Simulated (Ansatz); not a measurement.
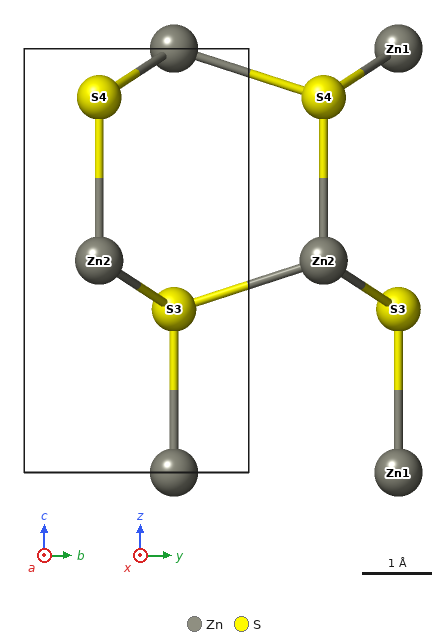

Energy scan for solid ZnS (P6_3mc), in which the ratio of the cell's length along z to its lengths across, counted as 1 for the reference, is changed at fixed volume (a c/a path), with the atoms kept at their fractional coordinates. x, y and z are the Cartesian axes of the input. The picture shows the reference cell. Style: ball-and-stick. Shown: the cell of the calculation, repeated 1 × 2 × 1 with one cell outlined, along the a axis.

Computed with DFT PBE, scalar-relativistic, plane waves, PAW in Ansatz 0.2.0. Settings: plane-wave cutoff 420 eV; k-point mesh 12 × 12 × 6; occupations gaussian; smearing width 0.05 eV; no spin polarisation. Energies (free energies at the smearing named) are counted from the cell as listed in its source, which wasn't relaxed.

```
Zn S
1.0
     3.81100    0.00000    0.00000
    -1.90550    3.30042    0.00000
     0.00000    0.00000    6.23400
Zn S
2 2
Direct
  0.33333 0.66667 0.00000
  0.66667 0.33333 0.50000
  0.33333 0.66667 0.38500
  0.66667 0.33333 0.88500
```

> Predict the energy profile (the relative ratio: 0.80, 0.85, 0.92, 0.96, 1.00, 1.05, 1.10, 1.20, 1.30).

```
axial ratio over its reference value  E − E(ref) (meV/atom)
                                0.80                    281
                                0.85                    133
                                0.92                     26
                                0.96                      2
                                1.00                      0
                                1.05                     20
                                1.10                     60
                                1.20                    182
                                1.30                    340
```

The lowest computed point lies at the relative ratio 1.00 (0 meV/atom). The unrelaxed reference is under a pressure of 2.3 GPa. The distortion keeps the space group P6_3mc. At the relative ratio 1.30 the cell of the drawing goes a 3.811 → 3.492 Å, b 3.811 → 3.492 Å, c 6.234 → 7.426 Å.

As a plot:

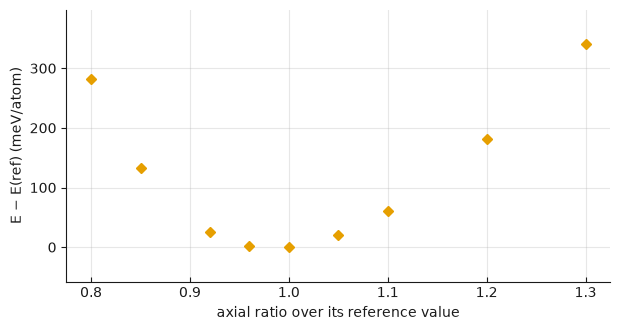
